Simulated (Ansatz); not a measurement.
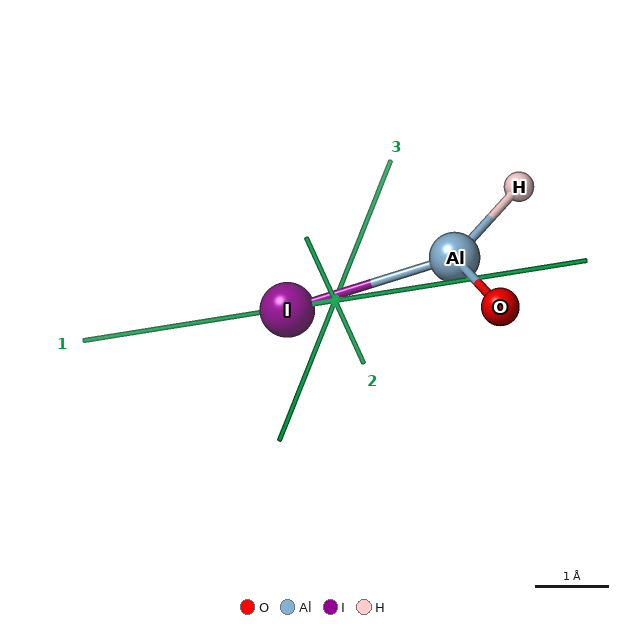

The three principal axes of inertia are drawn and numbered. Distant atoms are faded towards the background colour. The species is neutral and a spin doublet. The computed structure is the end point of a PBE0-D4/def2-TZVP optimisation. No frequency run is at hand to confirm it as a minimum. Masses are those of the most abundant isotopes; constants are for the rigid equilibrium geometry.

### Which line is the a axis (least moment of inertia), which b and which c?

a is line 1, b is line 3, c is line 2; the moments are 23.1, 263, 286 u Å².

### Classify the rotor and give the rotational constants (GHz).

An asymmetric top (Cs): A = 21.8, B = 1.92, C = 1.77 GHz. Ray's parameter κ is −0.98, close to the prolate limit.
